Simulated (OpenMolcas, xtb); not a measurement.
How methods differ on AlH2SO (SMILES [OH][Al][SH])

The species is AlH2SO (5 atoms), meant as a doublet with charge 0. SMILES: `[OH][Al][SH]`. Geometry: a GFN2-xTB relaxation, a rough one for these elements and not checked as a minimum. This is one conformer, not always the lowest.

```xyz
5

O    -1.1260   -0.8479   -0.0194
Al    0.5058   -0.8964   -0.2213
S     1.8675    0.8997   -0.0542
H    -2.0672   -0.8333    0.1048
H     0.8199    1.6780    0.1901
```

Quantity: the dipole moment, in D. The values are calculated.

| level | kind | program | value (D) | CPU time |
| --- | --- | --- | --- | --- |
| GFN2-xTB | semi-empirical | xtb | 3.13 | under 2 s |
| GFN0-xTB | semi-empirical | xtb | 3.21 | under 2 s |
| GFN1-xTB | semi-empirical | xtb | 2.15 | under 2 s |
| UHF/ANO-L-MB | Hartree–Fock | OpenMolcas | 3.29 | 2.3 s |
| UHF/STO-3G | Hartree–Fock | OpenMolcas | 2.58 | 2.2 s |
| UHF/3-21G | Hartree–Fock | OpenMolcas | 3.98 | 2.2 s |
| UHF/def2-SVP | Hartree–Fock | OpenMolcas | 2.78 | 3.6 s |
| UBP86/3-21G | GGA | OpenMolcas | 3.93 | 9.6 s |
| UPBE/3-21G | GGA | OpenMolcas | 3.89 | 9.6 s |
| UBP86/6-31+G* (spherical functions) | GGA | OpenMolcas | 2.54 | 22 s |

The values span 2.15 to 3.98 D. Sets without polarisation functions give poor dipoles. CPU times are rough (shared hosts, several kinds of processor): they show what a rung costs within a factor of a few.

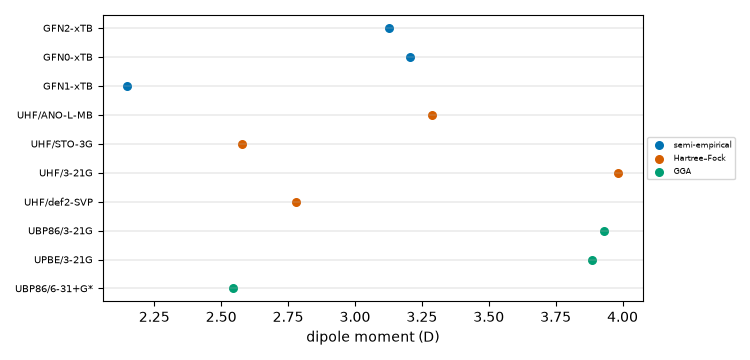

The values of the table, level by level.
